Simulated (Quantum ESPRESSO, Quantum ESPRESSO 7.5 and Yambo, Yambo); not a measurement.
**Quasiparticle gap of InP (F-43m) in Yambo**

How does a plane-wave GW calculation on InP (F-43m) run from the first input to the gap?

Program: Quantum ESPRESSO 7.5 and Yambo 5.3.0. Level of theory: PBE and many-body steps on it, plane waves. Results are calculated unless marked as measured.

The database entry behind the starting cell differs from later determinations by our own check (0.1 to 0.3 % short, probably kX units), so it need not match the best structure at ambient conditions.

**1. Starting point**

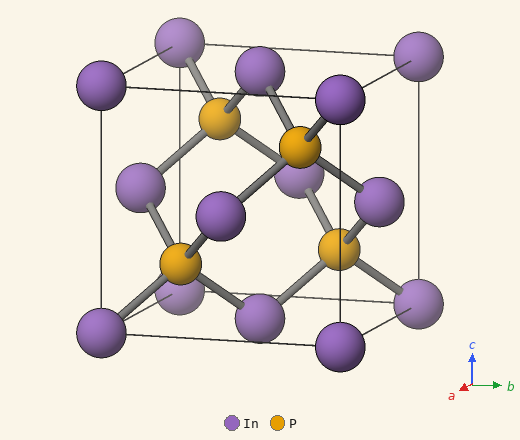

The starting structure, seen slightly off an axis (indium purple, phosphorus orange). This picture shows the conventional cell, with its axes. Bonds to atoms that aren't drawn are left out. Some periodic images of atoms are drawn too.

The cell and positions come from the Crystallography Open Database and are kept as given unless a step says otherwise.

**2. Ground state**

This step: Quantum ESPRESSO 7.5; DFT, PBE, plane waves, norm-conserving pseudopotentials.

The ground-state density comes first.

Contents of pw.in:

```
&control
  calculation = 'scf'
  prefix = 'x'
  outdir = 'o'
  pseudo_dir = 'pseudo'
/
&system
  ibrav = 0
  nat = 2
  ntyp = 2
  ecutwfc = 80.0
  nbnd = 18
  force_symmorphic = .true.
/
&electrons
  conv_thr = 1e-10
  electron_maxstep = 80
  mixing_beta = 0.5
/
ATOMIC_SPECIES
  In 114.82 In.upf
  P 30.974 P.upf
CELL_PARAMETERS angstrom
  -0.0000000000 2.9305000000 2.9305000000
  2.9305000000 -0.0000000000 2.9305000000
  2.9305000000 2.9305000000 -0.0000000000
ATOMIC_POSITIONS crystal
  In 0.0000000000 0.0000000000 0.0000000000
  P 0.2500000000 0.2500000000 0.2500000000
K_POINTS automatic
  6 6 6 0 0 0
```

Run with:

```sh
$ OMP_NUM_THREADS=1 mpirun -n 8 pw.x -nk 8 -in pw.in > pw.out
```

Log:

```text
Program PWSCF v.7.5 starts

     This program is part of the open-source Quantum ESPRESSO suite
     for quantum simulation of materials; please cite
         "P. Giannozzi et al., J. Phys.:Condens. Matter 21 395502 (2009);
         "P. Giannozzi et al., J. Phys.:Condens. Matter 29 465901 (2017);
         "P. Giannozzi et al., J. Chem. Phys. 152 154105 (2020);
     in publications or presentations arising from this work. More details at
     Message from routine setup:
     using ibrav=0 with symmetry is DISCOURAGED, use correct ibrav instead

     G-vector sticks info

     bravais-lattice index     =            0
     lattice parameter (alat)  =       7.8317  a.u.
     unit-cell volume          =     339.6658 (a.u.)^3
     number of atoms/cell      =            2
     number of atomic types    =            2
     number of electrons       =        26.00
     number of Kohn-Sham states=           18
     kinetic-energy cutoff     =      80.0000  Ry
     charge density cutoff     =     320.0000  Ry
     scf convergence threshold =      1.0E-10
     mixing beta               =       0.5000
     number of iterations used =            8  plain     mixing
     Exchange-correlation= PBE
                           (   1   4   3   4   0   0   0)

     celldm(1)=   7.831692  celldm(2)=   0.000000  celldm(3)=   0.000000
     celldm(4)=   0.000000  celldm(5)=   0.000000  celldm(6)=   0.000000

     crystal axes: (cart. coord. in units of alat)
               a(1) = (  -0.000000   0.707107   0.707107 )
               a(2) = (   0.707107  -0.000000   0.707107 )
               a(3) = (   0.707107   0.707107  -0.000000 )

     reciprocal axes: (cart. coord. in units 2 pi/alat)
               b(1) = ( -0.707107  0.707107  0.707107 )
               b(2) = (  0.707107 -0.707107  0.707107 )
               b(3) = (  0.707107  0.707107 -0.707107 )
     Pseudo is Norm-conserving + core correction, Zval = 21.0
     Generated using ONCVPSP code by D. R. Hamann
     Using radial grid of 1964 points,  6 beta functions with:
     Pseudo is Norm-conserving + core correction, Zval =  5.0
     Generated using ONCVPSP code by D. R. Hamann
     Using radial grid of 1298 points,  6 beta functions with:
     In               21.00   114.82000     In( 1.00)
     P                 5.00    30.97400     P ( 1.00)

     24 Sym. Ops. (no inversion) found

   Cartesian axes

     site n.     atom                  positions (alat units)
         1        In     tau(   1) = (   0.0000000   0.0000000   0.0000000  )
         2        P      tau(   2) = (   0.3535534   0.3535534   0.3535534  )

     number of k points=    16
                       cart. coord. in units 2pi/alat
        k(    1) = (   0.0000000   0.0000000   0.0000000), wk =   0.0092593
        k(    2) = (   0.1178511   0.1178511  -0.1178511), wk =   0.0740741
        k(    3) = (   0.2357023   0.2357023  -0.2357023), wk =   0.0740741
        k(    4) = (  -0.3535534  -0.3535534   0.3535534), wk =   0.0370370
        k(    5) = (   0.2357023   0.0000000  -0.0000000), wk =   0.0555556
        k(    6) = (   0.3535534   0.1178511  -0.1178511), wk =   0.2222222
        k(    7) = (  -0.2357023  -0.4714045   0.4714045), wk =   0.2222222
        k(    8) = (  -0.1178511  -0.3535534   0.3535534), wk =   0.2222222
        k(    9) = (   0.0000000  -0.2357023   0.2357023), wk =   0.1111111
        k(   10) = (   0.4714045   0.0000000  -0.0000000), wk =   0.0555556
     [... 4 further rows ...]
        k(   15) = (  -0.1178511  -0.3535534   0.5892557), wk =   0.2222222
        k(   16) = (  -0.7071068   0.2357023   0.0000000), wk =   0.1111111

     Dense  grid:    32743 G-vectors     FFT dimensions: (  45,  45,  45)

     Initial potential from superposition of free atoms

     starting charge      25.9960, renormalised to      26.0000
     Starting wfcs are   17 randomized atomic wfcs +    1 random wfcs

     per-process dynamical memory:    26.4 Mb

     Self-consistent Calculation

     iteration #  1     ecut=    80.00 Ry     beta= 0.50

     Threshold (ethr) on eigenvalues was too large:
     Diagonalizing with lowered threshold

     total energy              =    -412.74719158 Ry
     estimated scf accuracy    <       0.10756269 Ry

     iteration #  2     ecut=    80.00 Ry     beta= 0.50

     total energy              =    -412.77048190 Ry
     estimated scf accuracy    <       0.00817417 Ry

     iteration #  3     ecut=    80.00 Ry     beta= 0.50

     total energy              =    -412.77131043 Ry
     estimated scf accuracy    <       0.00140279 Ry

     iteration #  4     ecut=    80.00 Ry     beta= 0.50

     total energy              =    -412.77135922 Ry
     estimated scf accuracy    <       0.00002996 Ry

     iteration #  5     ecut=    80.00 Ry     beta= 0.50

     total energy              =    -412.77136701 Ry
     estimated scf accuracy    <       0.00000138 Ry

     iteration #  6     ecut=    80.00 Ry     beta= 0.50

     total energy              =    -412.77136749 Ry
     estimated scf accuracy    <       0.00000022 Ry

     iteration #  7     ecut=    80.00 Ry     beta= 0.50

     total energy              =    -412.77136754 Ry
     estimated scf accuracy    <          2.9E-09 Ry

     iteration #  8     ecut=    80.00 Ry     beta= 0.50

     total energy              =    -412.77136755 Ry
     estimated scf accuracy    <          5.7E-10 Ry

     iteration #  9     ecut=    80.00 Ry     beta= 0.50

     End of self-consistent calculation

          k = 0.0000 0.0000 0.0000 (  4111 PWs)   bands (ev):

  -106.7152 -65.1924 -65.1924 -65.1924  -5.8886  -5.8886  -5.8886  -5.7380
    -5.7380  -3.2029   8.3155   8.3155   8.3155   9.0235  12.4042  12.4042
    12.4042  16.9072

          k = 0.1179 0.1179-0.1179 (  4095 PWs)   bands (ev):

  -106.7152 -65.1925 -65.1924 -65.1924  -5.9203  -5.8762  -5.8762  -5.7375
    -5.7375  -2.8900   6.1316   8.0113   8.0113  10.1164  12.8142  12.8433
    12.8433  16.9197

          k = 0.2357 0.2357-0.2357 (  4128 PWs)   bands (ev):

  -106.7152 -65.1926 -65.1925 -65.1925  -5.9792  -5.8565  -5.8565  -5.7310
    -5.7310  -2.0823   3.7500   7.5397   7.5397   9.9694  13.1812  13.1812
    14.5976  17.2294

          k =-0.3536-0.3536 0.3536 (  4092 PWs)   bands (ev):

     [... further k-points ...]

     highest occupied, lowest unoccupied level (ev):     8.3155    9.0235

!    total energy              =    -412.77136755 Ry
     estimated scf accuracy    <          3.9E-12 Ry

     The total energy is the sum of the following terms:
     one-electron contribution =    -293.34663578 Ry
     hartree contribution      =     148.97324680 Ry
     xc contribution           =     -60.28874483 Ry
     ewald contribution        =    -208.10923374 Ry

     convergence has been achieved in   9 iterations

     XML data file, charge density, pseudopotentials, collected wavefunctions

=------------------------------------------------------------------------------=
   JOB DONE.
=------------------------------------------------------------------------------=
```

Wall time 3.2 s (8 MPI ranks of Arm Neoverse V2, shared host); peak memory 0.52 GiB; 25 s of CPU time.

Numbers from this step:

```
total energy               : -5616.0406 eV
gap                        : 0.7080 eV
k of the valence top       : 0, 0, 0
k of the conduction bottom : 0, 0, 0
least direct gap           : 0.7080 eV
```

The gap is direct, at Γ.

**3. Bands along the symmetry lines**

The cheap functional maps the bands first; the places of the edges decide which points the dearer methods must see.

Contents of pw.in:

```
&control
  calculation = 'bands'
  prefix = 'x'
  outdir = 'o'
  pseudo_dir = 'pseudo'
/
&system
  ibrav = 0
  nat = 2
  ntyp = 2
  ecutwfc = 80.0
  nbnd = 19
  force_symmorphic = .true.
/
&electrons
  conv_thr = 1e-9
  electron_maxstep = 80
  diago_full_acc = .true.
  diago_thr_init = 5e-6
/
ATOMIC_SPECIES
  In 114.82 In.upf
  P 30.974 P.upf
CELL_PARAMETERS angstrom
  -0.0000000000 2.9305000000 2.9305000000
  2.9305000000 -0.0000000000 2.9305000000
  2.9305000000 2.9305000000 -0.0000000000
ATOMIC_POSITIONS crystal
  In 0.0000000000 0.0000000000 0.0000000000
  P 0.2500000000 0.2500000000 0.2500000000
K_POINTS crystal
  50
  0.00000000 0.00000000 0.00000000 1
  -0.06250000 -0.06250000 0.00000000 1
  -0.12500000 -0.12500000 0.00000000 1
  -0.18750000 -0.18750000 0.00000000 1
  -0.25000000 -0.25000000 0.00000000 1
  -0.31250000 -0.31250000 0.00000000 1
  -0.37500000 -0.37500000 0.00000000 1
  -0.43750000 -0.43750000 0.00000000 1
  -0.50000000 -0.50000000 0.00000000 1
  -0.48437500 -0.48437500 0.03125000 1
  -0.46875000 -0.46875000 0.06250000 1
  -0.45312500 -0.45312500 0.09375000 1
  -0.43750000 -0.43750000 0.12500000 1
  -0.42187500 -0.42187500 0.15625000 1
  -0.40625000 -0.40625000 0.18750000 1
  -0.39062500 -0.39062500 0.21875000 1
  -0.37500000 -0.37500000 0.25000000 1
  -0.37500000 0.00000000 0.37500000 1
  -0.32812500 0.00000000 0.32812500 1
  -0.28125000 0.00000000 0.28125000 1
  -0.23437500 0.00000000 0.23437500 1
  -0.18750000 0.00000000 0.18750000 1
  -0.14062500 0.00000000 0.14062500 1
  -0.09375000 0.00000000 0.09375000 1
  -0.04687500 0.00000000 0.04687500 1
  0.00000000 0.00000000 0.00000000 1
  0.00000000 0.00000000 0.06250000 1
  0.00000000 0.00000000 0.12500000 1
  0.00000000 0.00000000 0.18750000 1
  0.00000000 0.00000000 0.25000000 1
  0.00000000 0.00000000 0.31250000 1
  0.00000000 0.00000000 0.37500000 1
  0.00000000 0.00000000 0.43750000 1
  -0.00000000 -0.00000000 0.50000000 1
  -0.06250000 -0.03125000 0.46875000 1
  -0.12500000 -0.06250000 0.43750000 1
  -0.18750000 -0.09375000 0.40625000 1
  -0.25000000 -0.12500000 0.37500000 1
  -0.31250000 -0.15625000 0.34375000 1
  -0.37500000 -0.18750000 0.31250000 1
  -0.43750000 -0.21875000 0.28125000 1
  -0.50000000 -0.25000000 0.25000000 1
  -0.50000000 -0.28125000 0.21875000 1
  -0.50000000 -0.31250000 0.18750000 1
  -0.50000000 -0.34375000 0.15625000 1
  -0.50000000 -0.37500000 0.12500000 1
  -0.50000000 -0.40625000 0.09375000 1
  -0.50000000 -0.43750000 0.06250000 1
  -0.50000000 -0.46875000 0.03125000 1
  -0.50000000 -0.50000000 0.00000000 1
```

Log:

```text
[banner, memory and clock lines left out]
Program PWSCF v.7.5 starts

     Atomic positions and unit cell read from directory:
     o/x.save/

     Message from routine setup:
     using ibrav=0 with symmetry is DISCOURAGED, use correct ibrav instead

     G-vector sticks info

     bravais-lattice index     =            0
     lattice parameter (alat)  =       7.8317  a.u.
     unit-cell volume          =     339.6658 (a.u.)^3
     number of atoms/cell      =            2
     number of atomic types    =            2
     number of electrons       =        26.00
     number of Kohn-Sham states=           19
     kinetic-energy cutoff     =      80.0000  Ry
     charge density cutoff     =     320.0000  Ry
     Exchange-correlation= PBE
                           (   1   4   3   4   0   0   0)

     celldm(1)=   7.831692  celldm(2)=   0.000000  celldm(3)=   0.000000
     celldm(4)=   0.000000  celldm(5)=   0.000000  celldm(6)=   0.000000

     crystal axes: (cart. coord. in units of alat)
               a(1) = (  -0.000000   0.707107   0.707107 )
               a(2) = (   0.707107  -0.000000   0.707107 )
               a(3) = (   0.707107   0.707107  -0.000000 )

     reciprocal axes: (cart. coord. in units 2 pi/alat)
               b(1) = ( -0.707107  0.707107  0.707107 )
               b(2) = (  0.707107 -0.707107  0.707107 )
               b(3) = (  0.707107  0.707107 -0.707107 )
     Pseudo is Norm-conserving + core correction, Zval = 21.0
     Generated using ONCVPSP code by D. R. Hamann
     Using radial grid of 1964 points,  6 beta functions with:
     Pseudo is Norm-conserving + core correction, Zval =  5.0
     Generated using ONCVPSP code by D. R. Hamann
     Using radial grid of 1298 points,  6 beta functions with:
     In               21.00   114.82000     In( 1.00)
     P                 5.00    30.97400     P ( 1.00)

     24 Sym. Ops. (no inversion) found

   Cartesian axes

     site n.     atom                  positions (alat units)
         1        In     tau(   1) = (   0.0000000   0.0000000   0.0000000  )
         2        P      tau(   2) = (   0.3535534   0.3535534   0.3535534  )

     number of k points=    50
                       cart. coord. in units 2pi/alat
        k(    1) = (   0.0000000   0.0000000   0.0000000), wk =   0.0400000
        k(    2) = (   0.0000000   0.0000000  -0.0883883), wk =   0.0400000
        k(    3) = (   0.0000000   0.0000000  -0.1767767), wk =   0.0400000
[...]
[... 38 further rows ...]
        k(   49) = (   0.0441942  -0.0000000  -0.7071068), wk =   0.0400000
        k(   50) = (   0.0000000   0.0000000  -0.7071068), wk =   0.0400000

     Dense  grid:    32743 G-vectors     FFT dimensions: (  45,  45,  45)

     The potential is recalculated from file :
     o/x.save/charge-density

     Starting wfcs are   17 randomized atomic wfcs +    2 random wfcs

     Band Structure Calculation

     End of band structure calculation

          k = 0.0000 0.0000 0.0000 (  4111 PWs)   bands (ev):

  -106.7152 -65.1925 -65.1925 -65.1925  -5.8886  -5.8886  -5.8886  -5.7380
    -5.7380  -3.2029   8.3155   8.3155   8.3155   9.0235  12.4042  12.4042
    12.4042  16.9072  17.7286

          k = 0.0000 0.0000-0.0884 (  4103 PWs)   bands (ev):

  -106.7152 -65.1925 -65.1925 -65.1925  -5.8974  -5.8848  -5.8848  -5.7395
[...]
12.6067  17.0901  17.2618

          k = 0.0000 0.0000-0.1768 (  4100 PWs)   bands (ev):

[...]
13.1364  16.1163  17.8741

          k =-0.0000 0.0000-0.2652 (  4084 PWs)   bands (ev):

[...]
k = 0.0000 0.0000-0.3536 (  4088 PWs)   bands (ev):

[...]
k = 0.0000-0.0000-0.4419 (  4092 PWs)   bands (ev):

[...]
k =-0.0000 0.0000-0.5303 (  4100 PWs)   bands (ev):

[...]
k = 0.0000-0.0000-0.6187 (  4100 PWs)   bands (ev):

[...]
k = 0.5303-0.0000-0.5303 (  4103 PWs)   bands (ev):

[...]
k = 0.0000 0.0000 0.0000 (  4111 PWs)   bands (ev):

[...]
k = 0.1326 0.0000-0.7071 (  4114 PWs)   bands (ev):

[...]
k = 0.0884-0.0000-0.7071 (  4118 PWs)   bands (ev):

[...]
k = 0.0442-0.0000-0.7071 (  4116 PWs)   bands (ev):

[...]
17.6970  18.0122  19.1705

          k = 0.0000 0.0000-0.7071 (  4088 PWs)   bands (ev):

  -106.7152 -65.1927 -65.1925 -65.1925  -6.0730  -5.7891  -5.7842  -5.7842
    -5.7030  -0.8270   2.5637   5.9959   5.9959  10.0755  10.5818  17.5427
    17.9010  17.9010  19.0944

     XML data file, pseudopotentials, collected wavefunctions
```

Wall time 2.9 s (8 MPI ranks); peak memory 0.42 GiB; 23 s of CPU time.

Numbers from this step:

| Property | Result |
| --- | --- |
| gap | 0.7080 eV |
| k of the valence top | 0, 0, 0 |
| k of the conduction bottom | 0, 0, 0 |
| least direct gap | 0.7080 eV |

The gap is 0.708 eV, as in the run before at this level.

The electronic bands at the labelled points (eV, zero at the top of the highest filled band):

```
    point  band 10  band 11  band 12  band 13  band 14  band 15  band 16  band 17
        Γ   -11.52     0.00     0.00     0.00     0.71     4.09     4.09     4.09
        X    -9.14    -5.75    -2.32    -2.32     1.76     2.27     9.23     9.59
        U    -9.15    -5.61    -3.30    -1.94     2.36     4.39     7.52     7.54
jump to K    -9.15    -5.61    -3.30    -1.94     2.36     4.39     7.52     7.54
        Γ   -11.52     0.00     0.00     0.00     0.71     4.09     4.09     4.09
        L    -9.80    -5.73    -0.97    -0.97     1.50     4.81     4.81     7.12
        W    -9.06    -5.60    -2.95    -2.91     4.29     4.38     5.57     6.21
        X    -9.14    -5.75    -2.32    -2.32     1.76     2.27     9.23     9.59
```

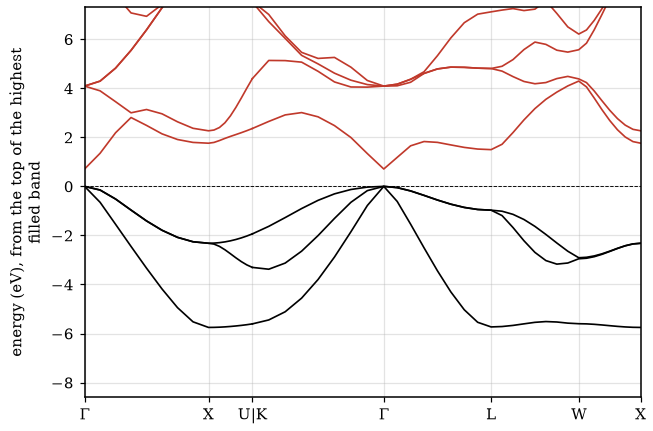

Electronic bands along the path; lines of filled and empty bands in two colours.

(Part 1 of 3 ends here.)

[Paths, hosts, dates, memory and timing lines, banners, echoed tables and standing remarks are left out of the program output.]

[Logs are printed without paths, hosts, clocks, repeated set-up lines and the standing remarks that a program may print on its own settings, such as how far it seeks lower states.]

[Runs of the session that timed out or met a known fault of the program may be left out.]

[Hosts, paths, dates, database ids (printed as entryN), source tags and the programs' standing remarks are cut or masked in the printed files.]
